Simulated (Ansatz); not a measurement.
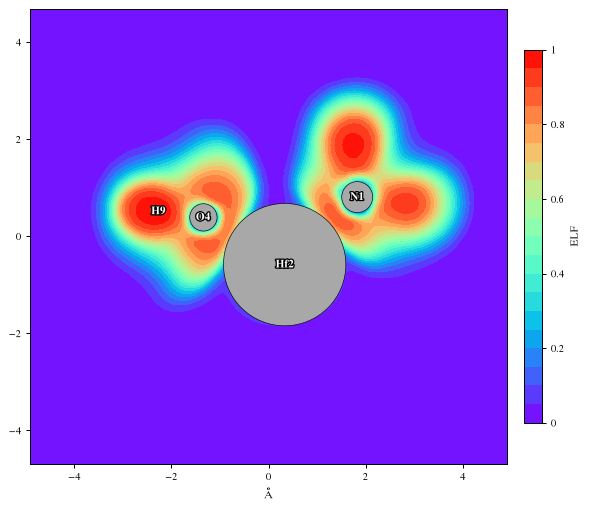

Figure. H5HfNO3. ELF on the plane of atoms N1, Hf2 and O4. Grey discs cover the atomic cores.

Geometry: PBE0-D4/def2-TZVP; core potentials replace the inner electrons of Hf.

All numbers below come from RKS PBE0-D4/def2-TZVPP in Ansatz 0.2.0.

```xyz
10

N    -1.3991    0.2554   -1.0637
Hf    0.1743   -0.0779    0.1938
O     0.5981   -1.9633    0.0758
O    -0.3702    0.5307    1.9494
O     1.7367    0.9415   -0.3553
H    -1.6297   -0.2995   -1.8752
H    -2.1160    0.9545   -0.9341
H     1.1441   -2.7379    0.1560
H    -0.2401    0.8418    2.8387
H     2.1019    1.5548   -0.9855
```

Interpret the plot.

Answer.
- The plane passes through N, Hf, O and H nuclei.
- Hf–O (1.94 Å): the ELF peaks at about 0.80 in the valence shell of O, 0.5 Å from its nucleus, and drops to about 0.20 between the two atoms.
- Hf–N (2.04 Å): the ELF peaks at about 0.90 in the valence shell of N, 0.6 Å from its nucleus, and is about 0.30 at the midpoint.
- O–H (0.95 Å): the ELF climbs to about 1 towards the hydrogen, as it does in any bond to H: an ordinary covalent bond to hydrogen.
